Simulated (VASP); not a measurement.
Band structure of Cu₂Se (space group F-43m). All values below come from LDA (Ceperley-Alder, Perdew-Zunger), VASP's LDA PAW potentials (set 64) (plane waves; VASP).

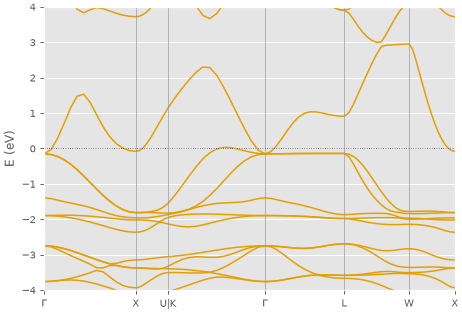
Bands along high-symmetry lines, zero at the valence-band maximum or, without a gap, the Fermi level

Read the plot: is there a gap, and where are the band edges?

It has no gap at this level: it comes out as a metal or semimetal. (Edges off the drawn lines would not show.)

The structure comes from a computed database's Cu2Se entry (F-43m); how it stands against other phases isn't given here. It was relaxed first, which changed the volume by -8 %.
